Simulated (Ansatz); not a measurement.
The starting structures come from a database of crystals and need not be the phases stable at ambient conditions.

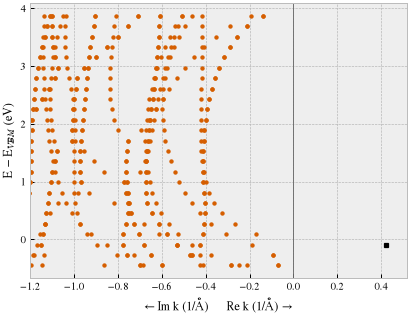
Figure. Complex bands at the centre of the two-dimensional zone; r2SCAN (Ansatz, a program for electronic structure)

The gap is the functional's own. No spin-orbit coupling. Mid-gap values are interpolated on the energy grid.

**Question.** This is Tl₂WO₄ (P-3m1, not sure to be the ambient phase, 14 atoms a cell, 22.8 Å³ an atom, -4 GPa at this level) along the normal of (100). Read off the slowest decay at the centre of the two-dimensional zone at 1.89 eV, the computed energy nearest the middle of the gap.

**Answer.** κ ≈ 0.41 1/Å, a decay length 1/(2κ) of the density of 1.2 Å.
